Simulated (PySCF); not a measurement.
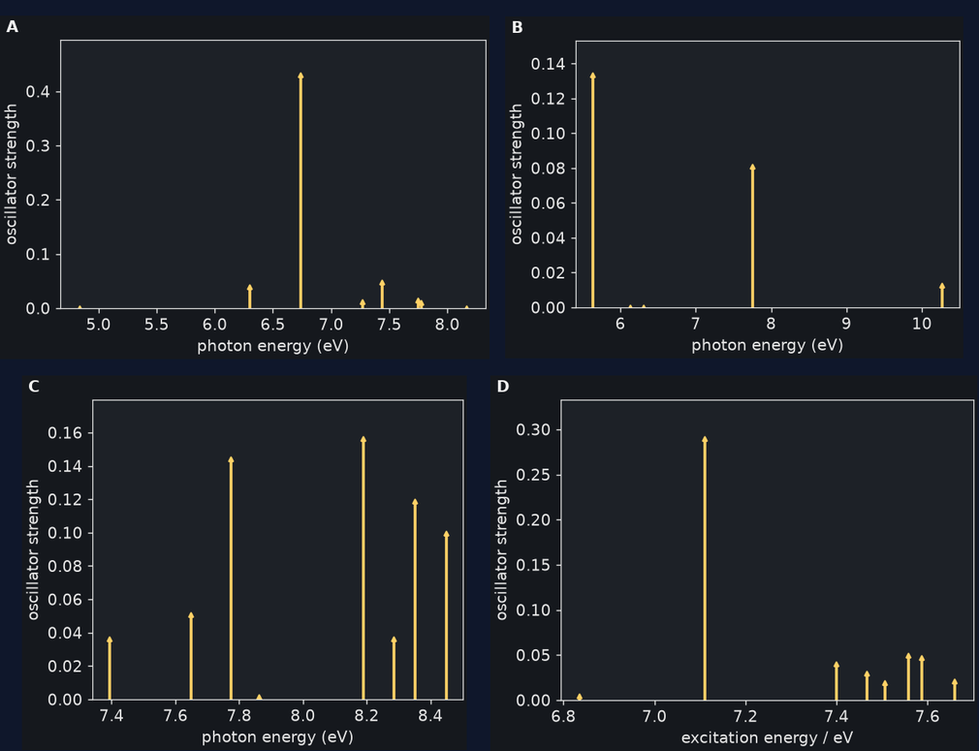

Vertical TDDFT excitations, CAM-B3LYP/def2-SVPD with PySCF 2.14.0, at a GFN2-xTB geometry (no frequency check), gas phase. Each panel shows the lowest singlet states that were computed.

**Assign the panels.**
1. SiCl⁺ (silicon chloride cation)
2. C₃H₁₂GeSi₂, SMILES [SiH3][SiH2][GeH2][CH]1CC1, singlet
3. C₃H₅NO (acrylamide), SMILES C=CC(N)=O
4. C₂H₁₀GeSi, SMILES CC[SiH2][GeH3], singlet

A: 3 (S1 at 4.84 eV, brightest at 6.74 eV)
B: 1 (S1 at 5.64 eV, brightest at 5.64 eV)
C: 4 (S1 at 7.39 eV, brightest at 8.19 eV)
D: 2 (S1 at 6.84 eV, brightest at 7.11 eV)

Limits of at least one run: core orbitals are frozen in the response; one conformer of a flexible molecule; the tight-binding geometry is rougher than a DFT one and adds to the error.
